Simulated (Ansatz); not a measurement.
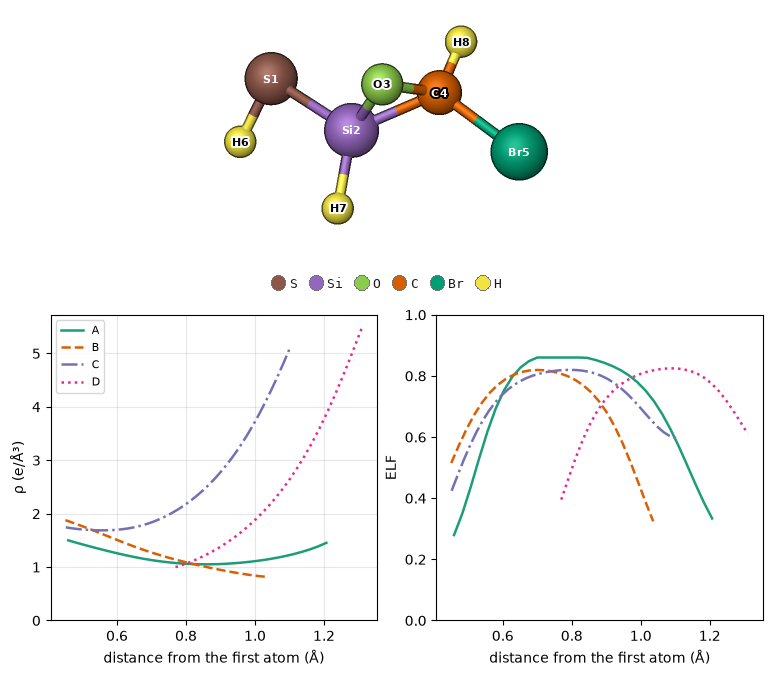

Figure. CH₃BrOSSi (SMILES S[SiH]1OC1Br). Total electron density and ELF along straight lines between neighbouring atoms. The curves leave out the atomic cores. The structure is drawn too.

Geometry: PBE0-D4/def2-TZVP.

Computed with RKS PBE0-D4/def2-TZVPP in Ansatz 0.2.0.

Input file:

```
crystal:
  periodic: [false, false, false]
  atoms:
    - {symbol: S, position_ang: [0.337112, 2.237015, 0.615628]}
    - {symbol: Si, position_ang: [0.068385, 0.153531, 0.476108]}
    - {symbol: O, position_ang: [1.219740, -0.672063, -0.396790]}
    - {symbol: C, position_ang: [-0.053298, -0.752930, -1.076470]}
    - {symbol: Br, position_ang: [-0.795028, -2.533809, -1.162292]}
    - {symbol: H, position_ang: [-0.238939, 2.288480, 1.828886]}
    - {symbol: H, position_ang: [-0.410327, -0.434111, 1.740313]}
    - {symbol: H, position_ang: [-0.035446, -0.343115, -2.081083]}
basis:
  gaussian: {orbitals: def2-TZVPP}
hamiltonian: {xc: pbe0, dispersion: d4}
output: {orbitals: {seedname: orbitals}}
```

Run with:

```sh
ansatz run in.yaml --threads 4 --pin off --events-out ev --progress --plain --max-ram 10444MiB
```

### Which curve belongs to which contact (C–Br, C–O, C–Si and Si–O)? The first atom named is at distance zero.

Curve A: C–Br (1.93 Å): the density is about 1.1 e/Å³ at the midpoint; the ELF peaks at about 0.85 between the atoms; localised, covalent bonding. Curve B: C–Si (1.80 Å): ρ is about 0.95 e/Å³ halfway; the ELF peaks at about 0.80 between the atoms (localised, covalent bonding). Curve C: C–O (1.45 Å): the density is about 1.9 e/Å³ at the midpoint, with its minimum of 1.7 e/Å³ about 0.6 Å from C; the ELF peaks at about 0.80 between the atoms (a polar covalent bond). Curve D: Si–O (1.66 Å): the density is about 1.1 e/Å³ at the midpoint; the ELF peaks at about 0.80 between the atoms; a polar covalent bond.
